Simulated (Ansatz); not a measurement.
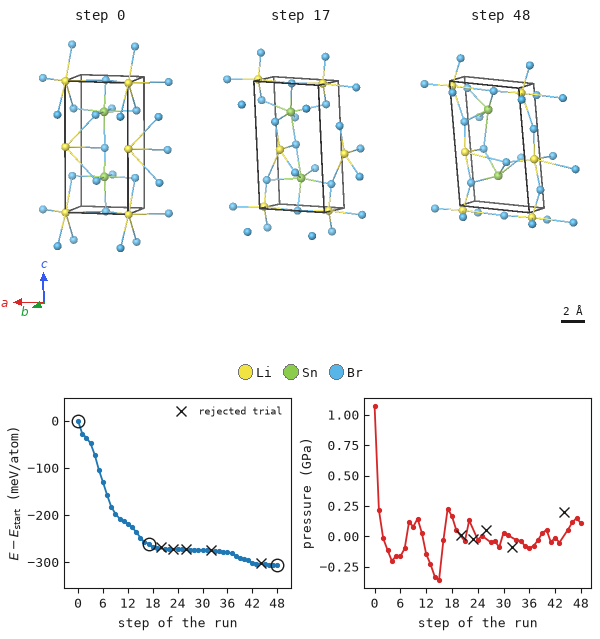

Frames of a relaxation of a crystal of LiSnBr3 (built on the KZnF3-221 type type), marked on the history of the run. Style: ball-and-stick. Shown: the cell of the calculation, reduced to other axes, from a free direction. Lengths and directions refer to the drawn axes.

Case: shaken.

Level of theory: Ansatz, DFT, PBEsol, plane waves, PAW. Set-up: plane-wave cutoff 420 eV; k-point mesh 2 × 4 × 4; occupations fermi dirac; smearing width 0.05 eV; no spin polarisation; cell and atoms relaxed; force threshold 0.01 eV/Å; at most 120 steps.

Question: What happens along the run?

Answer: The run was cut off at its time limit before the relaxation converged, so the last structure is only a point on the way. A Br atom moves most relative to the cell: 2.21 Å roughly along [3 −1 −1]. By element the largest moves are Br 2.21 Å, Li 1.22 Å, Sn 0.66 Å. The volume changes by −13.7 %, with a 5.635 → 6.195 Å (+9.9 %), b 5.724 → 4.800 Å (−16.1 %), c 11.501 → 10.924 Å (−5.0 %), α 89.8° → 88.3°, β 89.5° → 80.7°, γ 89.5° → 87.0°. Among the contacts that change: Br–Sn 2.762 → 4.651 Å, Br–Sn 2.851 → 4.443 Å, Br–Li 4.050 → 2.479 Å, Br–Li 3.964 → 2.529 Å. New bonds form: Br–Li (3.84 → 2.73 Å), Br–Li (4.02 → 2.63 Å), Br–Li (4.05 → 2.48 Å). Bonds break: Br–Sn (2.76 → 4.65 Å), Br–Sn (2.85 → 4.44 Å). Among the angles between lasting bonds that change: Br–Sn–Br 96.4° → 85.7°, Br–Sn–Br 93.6° → 84.3°, Br–Sn–Br 89.4° → 83.6°. The space group stays P1 (No. 1). Over 43 accepted moves (48 points after the start) the energy falls by 307 meV per atom. The largest force component goes from 1.8 to 0.085 eV/Å. Pressure: 1.07 GPa at the start and 0.11 GPa at the end. The line search rejected the trial steps at points 20, 23, 26, 32, 44 of the run. The run took 25 min on 2 threads of Intel(R) Xeon(R) Processor @ 2.50GHz (Skylake/Cascade Lake), on a shared host, peak memory 0.83 GiB. From step 0 to 17: a Li atom moves most (2.01 Å), volume −2.8 %, energy −261 meV per atom. From step 17 to 48: a Br atom moves most (1.48 Å), volume −11.2 %, energy −46.1 meV per atom.
